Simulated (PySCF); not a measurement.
Input file:

```
{"job": {"kind": "sp", "xc": "PBE0", "basis": "def2-TZVP", "d3": "d3bj", "grid": 2}, "charge": 0, "multiplicity": 1}
Cl     0.645426    -0.005819    -0.005624
H     -0.639680     0.008375    -0.022660
```

Run with:

```sh
OMP_NUM_THREADS=1 python redox_run.py task.json out
```

Geometry: PBE0-D3(BJ)/def2-SVP.

Method: PySCF, DFT single point, gas phase, functional PBE0.

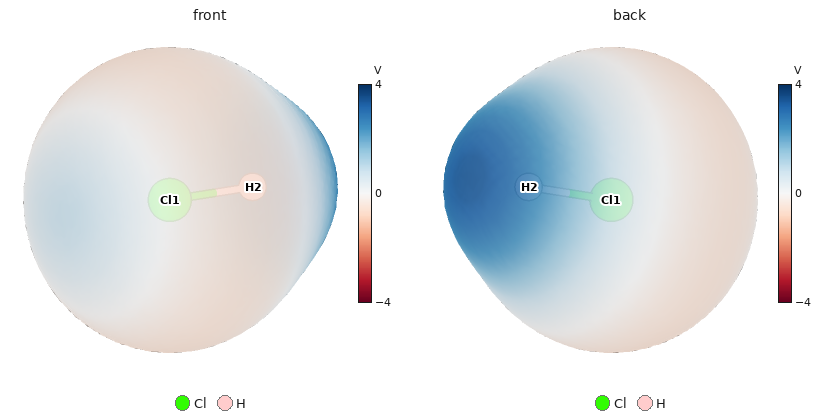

HCl (hydrogen chloride). The electrostatic potential painted on the density surface at 0.004 e/bohr³, seen from the front and from behind; red is negative and blue positive.

Q: Describe the electrostatic potential map.

A: The most negative region (about −0.5 V, or −12 kcal/mol for a unit charge) lies over Cl1, the most positive (about +3.3 V, or +76 kcal/mol for a unit charge) over H2. Cl1 shows a σ-hole: about +0.9 V, or +21 kcal/mol for a unit charge at the tip opposite its bond, against about −0.5 V, or −12 kcal/mol for a unit charge on its flanks.
